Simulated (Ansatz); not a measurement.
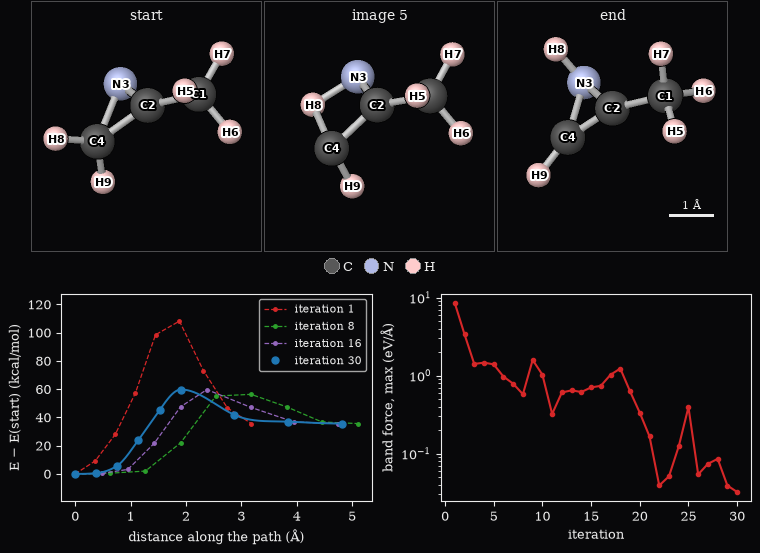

A search for the minimum-energy path of C3H5N by the nudged elastic band. Images are numbered from 0 (start) to 8 (end). The plot follows the band through its iterations. The picture is a ball-and-stick view, seen from a free direction.

Computed with Ansatz, RKS PBE-D4/def2-SVP. Run with 7 movable images; climbing image; force threshold 0.05 eV/Å; iteration limit 60; starting path through a guess of the saddle point.

### How did the profile develop, and is the result final?

The result is final at these settings. The band converged in 30 iterations. The largest component of the band force went from 8.5 to 0.032 eV/Å. The climbing image converged on the top of the path. Its vibrational analysis gives one imaginary mode (1099i cm⁻¹), as a transition state must have. The first iteration put the highest image at 108.2 kcal/mol. The energy climbs by 59.8 kcal/mol to image 5 and then falls by 24.1 kcal/mol, so the end point sits at +35.7 kcal/mol.

Cost: 6.8 min on 1 thread of Intel(R) Xeon(R) Processor @ 2.70GHz (shared host), peak memory 0.15 GiB.
